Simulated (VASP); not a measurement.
# Sr2ZnSbN with PBEsol: from relaxation to properties

What structure does Sr2ZnSbN take at this level, and what are its properties? The steps: rough relaxation of the start cell, relaxing cell and atoms (PBEsol), density, ELF and potential (PBEsol), bands along the symmetry lines (PBEsol), density of states (PBEsol), core-level energies (PBEsol), optical spectrum (PBEsol) and total energy, forces and stress (PBEsol), changed input. The cell is invented: it takes the structure of a Materials Project entry for Sr2ZnSb2 (space group 187 there), with some of its atoms replaced by other elements, volume scaled by an estimate. It may not be a known or stable phase.

Main program and level: VASP 6.6.1; PBEsol; plane waves and PAW (Sb, Sr_sv, Zn, N); invented cell.

**1. The structure**

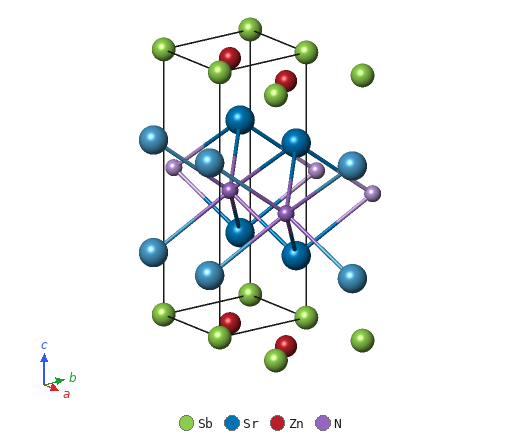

Start, viewed slightly off an axis; antimony green, strontium blue, zinc red, nitrogen purple. 2×1×1 cells are drawn. Some periodic images of atoms are drawn too.

Structure file:

```cif
data_structure
_symmetry_space_group_name_H-M 'P-6m2'
_symmetry_Int_Tables_number 187
_cell_length_a 4.6248
_cell_length_b 4.6248
_cell_length_c 8.6593
_cell_angle_alpha 90.000
_cell_angle_beta 90.000
_cell_angle_gamma 120.000
_cell_volume 160.40
loop_
_atom_site_label
_atom_site_type_symbol
_atom_site_symmetry_multiplicity
_atom_site_Wyckoff_symbol
_atom_site_fract_x
_atom_site_fract_y
_atom_site_fract_z
_atom_site_occupancy
Sb1 Sb 1 a 0.00000 0.00000 0.00000 1
Sr1 Sr 2 h 0.33333 0.66667 0.71230 1
Zn1 Zn 1 e 0.66667 0.33333 0.00000 1
N1 N 1 f 0.66667 0.33333 0.50000 1
```

**2. Rough relaxation of the start cell**

The start is only an estimate, so a cheap relaxation brings it near a minimum before any careful run. PBEsol restores the gradient expansion of exchange and is tuned for the cells of solids.

File INCAR:

```
SYSTEM = Sr2ZnSbN
PREC = Normal
ENCUT = 520
EDIFF = 1E-05
NELM = 60
ISMEAR = 0
SIGMA = 0.05
LREAL = .FALSE.
ALGO = Fast
GGA = PS
NBANDS = 27
LORBIT = 11
LWAVE = .FALSE.
LCHARG = .FALSE.
KPAR = 2
IBRION = 2
NSW = 40
ISIF = 3
EDIFFG = -0.04
```

File POSCAR:

```
Sr2ZnSbN
1.0
    4.6247700000      0.0000000000      0.0000000000
   -2.3123850000      4.0051690000      0.0000000000
    0.0000000000      0.0000000000      8.6592980000
Sb Sr Zn N
1 2 1 1
Direct
    0.0000000000      0.0000000000      0.0000000000
    0.3333333300      0.6666666700      0.7122960000
    0.3333333300      0.6666666700      0.2877040000
    0.6666666700      0.3333333300      0.0000000000
    0.6666666700      0.3333333300      0.5000000000
```

File KPOINTS:

```
Automatic mesh
0
Gamma
4 4 2
0 0 0
```

PAW data sets: Sb, Sr_sv, Zn and N (PBE family, release 64).

Command:

```sh
mpirun -np 2 vasp_std
```

Log:

```text
[banner, memory and clock lines left out]
running    2 mpi-ranks, on    1 nodes
 distrk:  each k-point on    1 cores,    2 groups
 distr:  one band on    1 cores,    1 groups

 POSCAR found type information on POSCAR SbSrZnN
 POSCAR found :  4 types and       5 ions
|                                                                             |
|               ----> ADVICE to this user running VASP <----                  |
|                                                                             |
|     You enforced a specific xc type in the INCAR file but a different       |
|     [... a line on the potential file left out ...]
|     I HOPE YOU KNOW WHAT YOU ARE DOING!                                     |
|                                                                             |

 LDA part: xc-table for (Slater+PW92), standard interpolation
 POSCAR, INCAR and KPOINTS ok, starting setup
 FFT: planning ... GRIDC
 FFT: planning ... GRID_SOFT
 FFT: planning ... GRID
 WAVECAR not read
 entering main loop
       N       E                     dE             d eps       ncg     rms          rms(c)
DAV:   1     0.304143357724E+03    0.30414E+03   -0.18641E+04   432   0.143E+03
DAV:   2     0.154208875101E+02   -0.28872E+03   -0.28181E+03   477   0.344E+02
DAV:   3    -0.202280971698E+02   -0.35649E+02   -0.35381E+02   590   0.105E+02
DAV:   4    -0.227107153459E+02   -0.24826E+01   -0.24787E+01   720   0.200E+01
DAV:   5    -0.227529734486E+02   -0.42258E-01   -0.42238E-01   589   0.289E+00    0.159E+01
RMM:   6    -0.222277676006E+02    0.52521E+00   -0.11314E+01   458   0.136E+01    0.213E+01
RMM:   7    -0.189122661263E+02    0.33155E+01   -0.35990E+00   445   0.859E+00    0.885E+00
RMM:   8    -0.182989100313E+02    0.61336E+00   -0.82076E-01   490   0.391E+00    0.389E+00
RMM:   9    -0.182910971350E+02    0.78129E-02   -0.37862E-01   513   0.240E+00    0.113E+00
RMM:  10    -0.182773263623E+02    0.13771E-01   -0.59407E-02   559   0.900E-01    0.620E-01
RMM:  11    -0.182805801864E+02   -0.32538E-02   -0.20083E-02   556   0.557E-01    0.344E-01
RMM:  12    -0.182794110909E+02    0.11691E-02   -0.77414E-03   633   0.297E-01    0.911E-02
RMM:  13    -0.182798064338E+02   -0.39534E-03   -0.40219E-03   645   0.180E-01    0.109E-01
RMM:  14    -0.182799076731E+02   -0.10124E-03   -0.10845E-03   600   0.115E-01    0.451E-02
RMM:  15    -0.182799660990E+02   -0.58426E-04   -0.58442E-04   541   0.863E-02    0.396E-02
RMM:  16    -0.182799685621E+02   -0.24631E-05   -0.33049E-04   518   0.654E-02    0.185E-02
RMM:  17    -0.182799923795E+02   -0.23817E-04   -0.16903E-04   438   0.491E-02    0.244E-02
RMM:  18    -0.182799957521E+02   -0.33726E-05   -0.12471E-04   422   0.406E-02    0.403E-03
RMM:  19    -0.182800022520E+02   -0.64999E-05   -0.62558E-05   344   0.324E-02
   1 F= -.18280002E+02 E0= -.18275434E+02  d E =-.182800E+02
 curvature:   0.00 expect dE= 0.000E+00 dE for cont linesearch  0.000E+00
 trial: gam= 0.00000 g(F)=  0.158E+00 g(S)=  0.142E+01 ort = 0.000E+00 (trialstep = 0.100E+01)
 search vector abs. value=  0.157E+01
 bond charge predicted
       N       E                     dE             d eps       ncg     rms          rms(c)
DAV:   1    -0.389627075717E+02   -0.20683E+02   -0.30751E+02   520   0.147E+02    0.522E+01
RMM:   2    -0.315773896114E+02    0.73853E+01   -0.27391E+02   495   0.134E+02    0.295E+01
RMM:   3    -0.214641883906E+02    0.10113E+02   -0.47947E+01   446   0.450E+01    0.129E+01
RMM:   4    -0.195740647954E+02    0.18901E+01   -0.77136E+00   461   0.204E+01    0.957E+00
RMM:   5    -0.195299899955E+02    0.44075E-01   -0.10303E+00   486   0.642E+00    0.775E+00
RMM:   6    -0.194397096011E+02    0.90280E-01   -0.11593E+00   563   0.461E+00    0.257E+00
RMM:   7    -0.194159703897E+02    0.23739E-01   -0.45195E-01   544   0.400E+00    0.193E+00
RMM:   8    -0.194323775353E+02   -0.16407E-01   -0.18143E-01   614   0.195E+00    0.600E-01
RMM:   9    -0.194344539115E+02   -0.20764E-02   -0.54463E-02   663   0.101E+00    0.510E-01
RMM:  10    -0.194377714014E+02   -0.33175E-02   -0.23226E-02   683   0.612E-01    0.343E-01
RMM:  11    -0.194388336419E+02   -0.10622E-02   -0.11983E-02   654   0.488E-01    0.121E-01
RMM:  12    -0.194392958072E+02   -0.46217E-03   -0.47763E-03   651   0.308E-01    0.326E-02
RMM:  13    -0.194396137664E+02   -0.31796E-03   -0.28057E-03   643   0.215E-01    0.398E-02
RMM:  14    -0.194397555511E+02   -0.14178E-03   -0.13483E-03   601   0.162E-01    0.194E-02
RMM:  15    -0.194398557713E+02   -0.10022E-03   -0.84052E-04   581   0.119E-01    0.133E-02
RMM:  16    -0.194399119337E+02   -0.56162E-04   -0.48195E-04   537   0.899E-02    0.891E-03
RMM:  17    -0.194399462973E+02   -0.34364E-04   -0.30025E-04   491   0.703E-02    0.777E-03
RMM:  18    -0.194399682118E+02   -0.21915E-04   -0.19169E-04   448   0.571E-02    0.922E-03
RMM:  19    -0.194399833583E+02   -0.15147E-04   -0.13733E-04   408   0.479E-02    0.970E-03
RMM:  20    -0.194399934789E+02   -0.10121E-04   -0.95067E-05   386   0.413E-02    0.962E-03
   2 F= -.19440001E+02 E0= -.19438221E+02  d E =-.116000E+01
[... from here on, the cycles between the ionic steps are left out ...]
   3 F= -.19554644E+02 E0= -.19552846E+02  d E =-.127464E+01
   4 F= -.19821817E+02 E0= -.19821817E+02  d E =-.267173E+00
   5 F= -.19821918E+02 E0= -.19821918E+02  d E =-.267274E+00
   6 F= -.19927260E+02 E0= -.19927260E+02  d E =-.105342E+00
   7 F= -.19928024E+02 E0= -.19928024E+02  d E =-.106106E+00
   8 F= -.19975235E+02 E0= -.19975235E+02  d E =-.472109E-01
   9 F= -.19976065E+02 E0= -.19976065E+02  d E =-.480409E-01
  10 F= -.19981084E+02 E0= -.19981084E+02  d E =-.501892E-02
  11 F= -.19980777E+02 E0= -.19980777E+02  d E =-.471210E-02
  12 F= -.19981262E+02 E0= -.19981262E+02  d E =-.519760E-02
  13 F= -.19981279E+02 E0= -.19981279E+02  d E =-.521379E-02
 curvature:  -0.54 expect dE=-0.560E-03 dE for cont linesearch -0.473E-07
 trial: gam= 0.13231 g(F)=  0.709E-04 g(S)=  0.968E-03 ort = 0.277E-04 (trialstep = 0.119E+01)
 search vector abs. value=  0.120E-02
 bond charge predicted
       N       E                     dE             d eps       ncg     rms          rms(c)
DAV:   1    -0.199916972810E+02   -0.10417E-01   -0.25137E-01   490   0.479E+00    0.755E-01
RMM:   2    -0.199832653588E+02    0.84319E-02   -0.41479E-02   469   0.165E+00    0.275E-01
RMM:   3    -0.199817683646E+02    0.14970E-02   -0.40697E-03   467   0.458E-01    0.173E-01
RMM:   4    -0.199813407148E+02    0.42765E-03   -0.12546E-03   481   0.212E-01    0.149E-01
RMM:   5    -0.199813348977E+02    0.58171E-05   -0.48491E-04   556   0.116E-01    0.657E-02
RMM:   6    -0.199813449950E+02   -0.10097E-04   -0.15734E-04   523   0.660E-02    0.281E-02
RMM:   7    -0.199813463345E+02   -0.13395E-05   -0.54379E-05   417   0.447E-02
  14 F= -.19981346E+02 E0= -.19981346E+02  d E =-.677279E-04
 trial-energy change:   -0.000068  1 .order   -0.000254   -0.001242    0.000734
 step:   0.5808(harm=  0.7493)  dis= 0.00184  next Energy=   -19.981560 (dE=-0.281E-03)
 reached required accuracy - stopping structural energy minimisation
```

It took 66 s on 2 MPI ranks of Intel Xeon 6975P-C (Granite Rapids), shared host; peak memory 0.44 GiB.

Lines that name or quote the potential files are left out of all logs, and their timing lines are given in words.

OUTCAR, selected parts (step 2):

```text
ion  position               nearest neighbor table
   1  0.000  0.000  0.000-   4 2.67   4 2.67   4 2.67   2 3.65   3 3.65   2 3.65   3 3.65   2 3.65
                             3 3.65
   2  0.333  0.667  0.712-   5 3.24   5 3.24   5 3.24   1 3.65   4 3.65   1 3.65   4 3.65   4 3.65
                             1 3.65   3 3.68   3 4.98
   3  0.333  0.667  0.288-   5 3.24   5 3.24   5 3.24   1 3.65   4 3.65   1 3.65   4 3.65   4 3.65
                             1 3.65   2 3.68   2 4.98
   4  0.667  0.333  0.000-   1 2.67   1 2.67   1 2.67   3 3.65   2 3.65   3 3.65   2 3.65   3 3.65
                             2 3.65
   5  0.667  0.333  0.500-   2 3.24   3 3.24   2 3.24   3 3.24   2 3.24   3 3.24

  LATTYP: Found a hexagonal cell.
 ALAT       =     4.6247700000
 C/A-ratio  =     1.8723737613

 Subroutine GETGRP returns: Found 12 space group operations
 (whereof 12 operations were pure point group operations)

The static configuration has the point symmetry D_3h.

 Found      8 irreducible k-points:

   k-points           NKPTS =      8   k-points in BZ     NKDIM =      8   number of bands    NBANDS=     27

   dimension x,y,z NGX =    28 NGY =   28 NGZ =   48
   dimension x,y,z NGXF=    56 NGYF=   56 NGZF=   96

   ENCUT  =  520.0 eV  38.22 Ry    6.18 a.u.   8.60  8.60 16.10*2*pi/ulx,y,z

   NELECT =      42.0000    total number of electrons

 k-points in reciprocal lattice and weights: Automatic mesh
   0.00000000  0.00000000  0.00000000       0.031
   0.25000000  0.00000000  0.00000000       0.188
   0.50000000  0.00000000  0.00000000       0.094
   0.25000000  0.25000000  0.00000000       0.188
   0.00000000  0.00000000  0.50000000       0.031
   0.25000000  0.00000000  0.50000000       0.188
   0.50000000  0.00000000  0.50000000       0.094
   0.25000000  0.25000000  0.50000000       0.188

 average (electrostatic) potential at core
       1 -88.7789       2 -37.2914       3 -37.2914       4 -36.8945       5 -63.2933

 E-fermi :   3.5213

 k-point     1 :       0.0000    0.0000    0.0000
  band No.  band energies     occupation
    ...
     17       2.6684      2.00000
     18       2.6684      2.00000
     19       2.7828      2.00000
     20       3.2599      2.00000
     21       3.2599      2.00000
     22       4.3640      0.00000
     23       4.8765      0.00000
     24       6.1736      0.00000
     25       6.1736      0.00000
     26       6.5476      0.00000
    ...

 k-point     2 :       0.2500    0.0000    0.0000
  band No.  band energies     occupation
    ...
     17       0.2236      2.00000
     18       1.7178      2.00000
     19       2.4185      2.00000
     20       2.8228      2.00000
     21       3.0154      2.00000
     22       4.6397      0.00000
     23       5.7403      0.00000
     24       5.7467      0.00000
     25       7.0363      0.00000
     26       7.6006      0.00000
    ...

 k-point     3 :       0.5000    0.0000    0.0000
  band No.  band energies     occupation
    ...
     17       0.9367      2.00000
     18       1.3583      2.00000
     19       2.2114      2.00000
     20       2.4797      2.00000
     21       3.0321      2.00000
     22       4.0996      0.00000
     23       4.5299      0.00000
     24       6.5569      0.00000
     25       7.1359      0.00000
     26       7.8214      0.00000
    ...

  Total       -0.1637897     -0.1637898      0.0888142      0.0000000     -0.0000000      0.0000000
  in kB       -2.1026072     -2.1026078      1.1401290      0.0000000     -0.0000000      0.0000000
  external PRESSURE =      -1.0216953 kB  Pullay stress =       0.0000000 kB

  energy-cutoff  :      520.00
  volume of cell :      124.81
      direct lattice vectors                 reciprocal lattice vectors
     4.178973690  0.000000000 -0.000000000     0.239293203  0.138155977  0.000000000
    -2.089486845  3.619097859 -0.000000000    -0.000000000  0.276311954 -0.000000000
    -0.000000000  0.000000000  8.252188245     0.000000000  0.000000000  0.121179979

 POSITION                                       TOTAL-FORCE (eV/Angst)
 -----------------------------------------------------------------------------------
      0.00000      0.00000      0.00000        -0.000000      0.000000     -0.000000
     -0.00000      2.41273      5.57489        -0.000000     -0.000000      0.021595
     -0.00000      2.41273      2.67730         0.000000     -0.000000     -0.021595
      2.08949      1.20637      8.25219        -0.000000     -0.000000     -0.000000
      2.08949      1.20637      4.12609         0.000000      0.000000      0.000000
 -----------------------------------------------------------------------------------
    total drift:                                0.000016     -0.000001     -0.000000

  FREE ENERGIE OF THE ION-ELECTRON SYSTEM (eV)
  ---------------------------------------------------
  free  energy   TOTEN  =       -19.9813463345 eV

  energy  without entropy=      -19.9813463345  energy(sigma->0) =      -19.98134633

 reached required accuracy - stopping structural energy minimisation

 total charge
# of ion       s       p       d       tot
------------------------------------------
    1        1.092   1.518   0.032   2.642
    2        2.018   5.729   0.232   7.978
    3        2.018   5.729   0.232   7.978
    4        0.640   0.609   9.737  10.987
    5        1.247   2.194   0.000   3.440
--------------------------------------------------
tot          7.014  15.778  10.233  33.026

[... 3 further parts left out ...]
```

CONTCAR:

```
Sr2ZnSbN
   1.00000000000000
     4.1789736895640530    0.0000000000000000   -0.0000000000000000
    -2.0894868447820265    3.6190978591192162   -0.0000000000000000
    -0.0000000000000000    0.0000000000000000    8.2521882453282647
  Sb              Sr              Zn              N
     1     2     1     1
Direct
     0.0000000000000000    0.0000000000000000    0.0000000000000000
     0.3333333300000021    0.6666666699999979    0.6755645872074932
     0.3333333300000021    0.6666666699999979    0.3244354127925067
     0.6666666699999979    0.3333333300000021    1.0000000000000000
     0.6666666699999979    0.3333333300000021    0.5000000000000000
```

The gap is read on the k-mesh alone, so it is an upper bound where the band edges lie off the mesh. This relaxation is a rough one on cheap settings, only to bring the start near its minimum. The PAW data sets were made with PBE, which is usual practice but a small mismatch for other functionals. After so large a change of volume the plane waves of the start cell no longer fit, so the final stress carries a basis-set error. The run keeps the 12 symmetry operations of its start, so it cannot find a distortion of lower symmetry.

The steps of the relaxation:

| step | energy less that of the first step (eV) | largest force (eV/Å) | pressure (GPa) | volume (Å³) |
| --- | --- | --- | --- | --- |
| 1 | 0.0000 | 1.2798 | -6.98 | 160.40 |
| 2 | -1.1600 | 1.7599 | -2.47 | 130.08 |
| 3 | -1.2746 | 1.9506 | 2.15 | 118.72 |
| 4 | -1.5418 | 0.4490 | 3.07 | 115.26 |
| 5 | -1.5419 | 0.3786 | 3.10 | 115.14 |
| 6 | -1.6473 | 0.1106 | -0.54 | 123.10 |
| 7 | -1.6480 | 0.0871 | -0.90 | 124.01 |
| 8 | -1.6952 | 0.2330 | -0.28 | 124.67 |
| 9 | -1.6961 | 0.2549 | -0.19 | 124.75 |
| 10 | -1.7011 | 0.0803 | 0.13 | 124.22 |
| 11 | -1.7008 | 0.0387 | 0.30 | 123.91 |
| 12 | -1.7013 | 0.0000 | 0.26 | 124.07 |
| 13 | -1.7013 | 0.0271 | 0.23 | 124.11 |
| 14 | -1.7013 | 0.0216 | -0.10 | 124.81 |

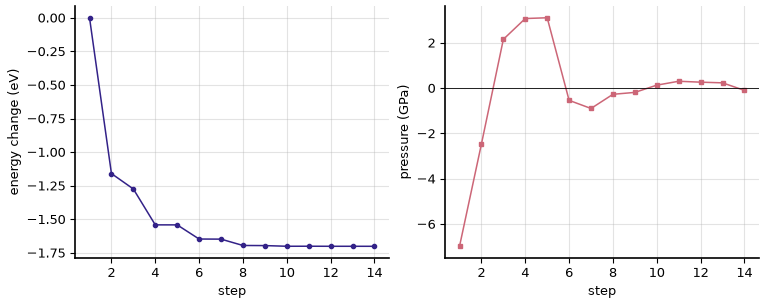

Energy and pressure along the relaxation.

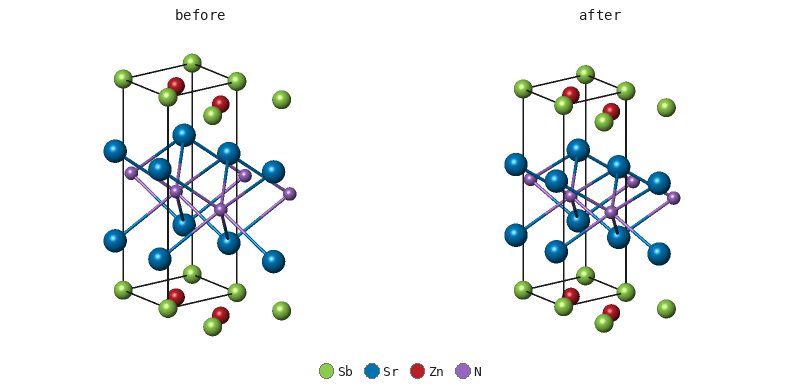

Before and after, at one scale.

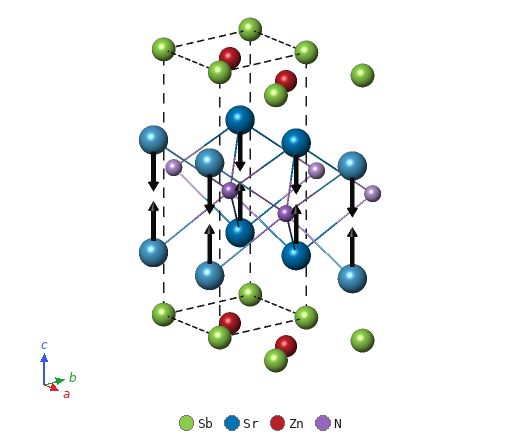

Displacements in the relaxation, exaggerated, measured against the changing cell; the longest in the cell stands for 0.30 Å. 2×1×1 cells are drawn. Some periodic images of atoms are drawn too.

| conventional cell, symmetrised | before | after | change |
| --- | --- | --- | --- |
| a (Å) | 4.625 | 4.179 | -9.6 % |
| b (Å) | 4.625 | 4.179 | -9.6 % |
| c (Å) | 8.659 | 8.252 | -4.7 % |
| volume (Å³/atom) | 32.08 | 24.96 | -22.2 % |

The atoms that moved most (Å, as changes of fractional coordinates times the final cell):

| atom | dx | dy | dz | length |
| --- | --- | --- | --- | --- |
| Sr2 | 0.000 | 0.000 | -0.303 | 0.303 |
| Sr3 | 0.000 | 0.000 | 0.303 | 0.303 |

The relaxed structure:

```xyz
5
Lattice="4.1790 0.0000 0.0000 -2.0895 3.6191 0.0000 0.0000 0.0000 8.2522" Properties=species:S:1:pos:R:3 pbc="T T T"
Sb    0.0000    0.0000    0.0000
Sr    0.0000    2.4127    5.5749
Sr    0.0000    2.4127    2.6773
Zn    2.0895    1.2064    0.0000
N     2.0895    1.2064    4.1261
```

A gap read on the k-mesh alone can miss the band edges.

This step gave:

* electrons: 42
* bands: 27
* irreducible k-points: 8
* symmetry operations: 12
* free energy (TOTEN): -19.98 eV
* Fermi energy: 3.521 eV
* pressure: -0.1022 GPa
* metallic: no
* valence top at k: 0, 0, 0
* conduction bottom at k: 0.25, 0.25, 0.5
* least direct gap at k: 0.25, 0.25, 0.5
* SCF cycles over all ionic steps: 152
* gap on the k-mesh: 0.6043 eV
* least direct gap on the k-mesh: 0.7808 eV

It ends with a largest force of 0.022 eV/Å and a pressure of -0.10 GPa.

(Continued in part 2 of 4.)

[Lines on the potential files, build, host, timing and source positions are cut from VASP's logs without a mark.]

[Logs are printed without paths, hosts, clocks, repeated set-up lines and the standing remarks that a program may print on its own settings, such as how far it seeks lower states.]

[Hosts, paths, dates, database ids (printed as entryN), source tags and the programs' standing remarks are cut or masked in the printed files.]

[A measured line is paired with the nearest computed mode of its activity, which favours agreement.]
